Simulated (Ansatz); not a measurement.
Profile along the I–K line in KI (rock salt)

KI (rock salt), conventional cell a = b = c = 7.0915 Å, α = β = γ = 90.00°. The calculation uses the primitive cell of 2 atoms, to which meshes and values per cell refer.

Fields along a shortest I–K line of a {100} plane (3.55 Å), from I to K, interpolated on the slice's grid (step about 0.2 Å). Calculation: r2SCAN (plane waves to 500 eV, PAW, scalar-relativistic; Ansatz, an electronic-structure program). k mesh 8×8×8. Inside the PAW spheres the values are not all-electron values, and peaks at nuclei hang on which shells count as valence. KI was relaxed with its symmetry unable to fall. Spin-orbit coupling is left out, though I is heavy.

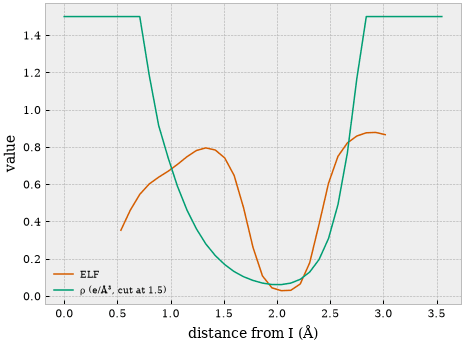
Fig. 1. ELF (away from the nuclei) and valence density from I to K.

Density on the I–K line (3.55 Å) at its density minimum, 2.0 Å from I: 0.06 e/Å³. ELF at that point: 0.0. ELF maximum in the middle third of the I–K line: 0.79, 1.3 Å from I.
